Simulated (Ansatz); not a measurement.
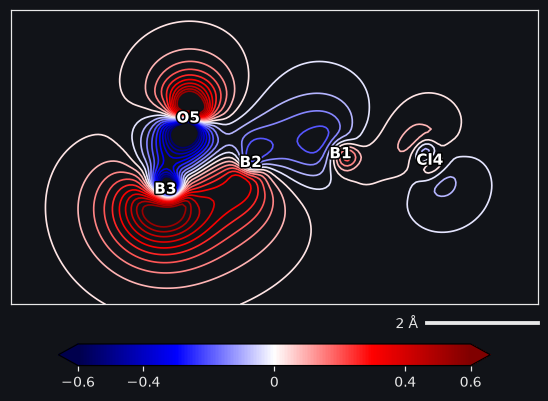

The picture shows: B$_{3}$ClO (SMILES Cl[B]B1[B+]O1) (charge +1, doublet). The HOMO−1 (α) on the molecular plane (values in Å⁻³ᐟ²; the overall sign is arbitrary).

Geometry: PBE0-D3(BJ)/pcseg-1.

Computed with isolated molecule in a Gaussian basis; Kohn-Sham density functional theory, functional PBE0 in Ansatz.

Input file:

```
crystal:
  periodic: [false, false, false]
  atoms:
    - symbol: B
      position_ang: [-2.587788, -0.540500, 1.489705]
    - symbol: B
      position_ang: [-1.414459, 0.565707, 1.713377]
    - symbol: B
      position_ang: [-0.075947, 1.401278, 2.038300]
    - symbol: Cl
      position_ang: [-3.567075, -1.819105, 1.360721]
    - symbol: O
      position_ang: [-1.224118, 1.922045, 1.557807]
basis:
  gaussian:
    orbitals: def2-TZVPD
total_charge: 1
magnetization:
  spin_polarized: true
  initial_magnetization: 1
hamiltonian:
  xc: {name: PBE0}
output: {forces: true, orbitals: {seedname: orbitals}}
```

Launched as:

```sh
ansatz run input.yaml --threads 1 --pin off --max-ram 2610MiB --events-out events.jsonl --progress --plain --runs-dir runs
```

### What is the character of this orbital?

Its weight (Hirshfeld) is mainly on B3 (about 60 %), O5 (about 20 %) and B2 (about 15 %); it is symmetric in the molecular plane (an in-plane orbital: σ, lone-pair or in-plane π type). Its energy is −14.33 eV.
